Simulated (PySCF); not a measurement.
```xyz
18

C     3.0297    0.2922   -0.4413
C     1.9590   -0.3668   -0.8688
C     0.6098   -0.2640   -0.3333
C    -0.4221   -0.8535   -0.9603
C    -1.8172   -0.7772   -0.4229
C    -2.0490    0.5402    0.3160
C    -0.8924    0.8412    1.2225
C     0.3437    0.4745    0.8992
H     2.9962    0.9916    0.3763
H     3.9915    0.1594   -0.9068
H     2.0578   -1.0423   -1.7105
H    -0.2640   -1.4435   -1.8521
H    -2.5434   -0.8898   -1.2299
H    -1.9660   -1.6162    0.2697
H    -2.1450    1.3586   -0.4084
H    -2.9799    0.4950    0.8834
H    -1.0949    1.4039    2.1221
H     1.1776    0.7031    1.5439
```

Geometry: GFN2-xTB.

Theory: KT3/pcSseg-1, SCF density, in a chloroform solvent model, non-relativistic in PySCF 2.14.0.

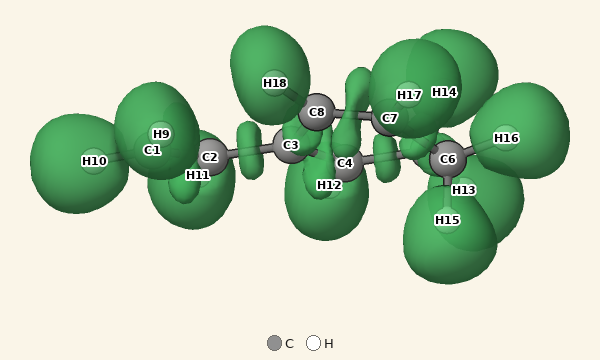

C$_{8}$H$_{10}$ (SMILES C=CC1=CCCC=C1). Isosurface of the ELF at 0.85 (green), seen from one side. Only the valence region is drawn (cores and ρ < 0.01 e/Å³ removed).

Describe the localisation domains.

Answer. At this value the surface marks out eight regions between bonded C–C atoms (shared pairs) and ten regions around hydrogen nuclei. Along the contacts the grid gives the following. C–C (1.33 Å): the ELF peaks at about 0.95 between the atoms; a multiple bond. C–H (1.08 Å): the ELF climbs to about 1 towards the hydrogen, as it does in any bond to H: a covalent bond by its length.
